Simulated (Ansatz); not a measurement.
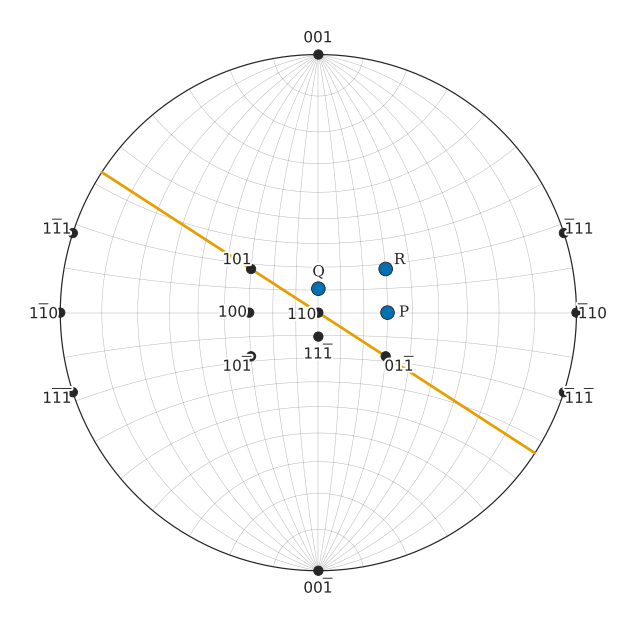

Stereographic projection of plane normals (upper hemisphere) centred on (1 1 0). Crystal: As, coordinates from a relaxation with DFT, PBEsol, plane waves (420 eV) with PAW, scalar-relativistic (Ansatz 0.2.0). The drawing is computed from the coordinates (standard cell, symmetry found to 0.002 Å).

a = 3.782 Å, b = 3.782 Å, c = 10.102 Å, α = 90.00°, β = 90.00°, γ = 120.00°.

**Index the poles marked P, Q, R.**

P is (0 1 0), in four indices (0 1 −1 0), 30.0° from the centre; Q is (1 1 1), in four indices (1 1 −2 1), 10.6° from the centre; R is (0 1 1), in four indices (0 1 −1 1), 34.5° from the centre.

**Which zone does the coloured great circle trace?**

The zone [1 −1 −1]: its poles satisfy h − k − l = 0.

**What is the angle between the normals of (1 1 −1) and (0 0 −1), and what are their d_hkl = 1/|g|?**

79.4°; d = 1.859 Å and 10.102 Å.
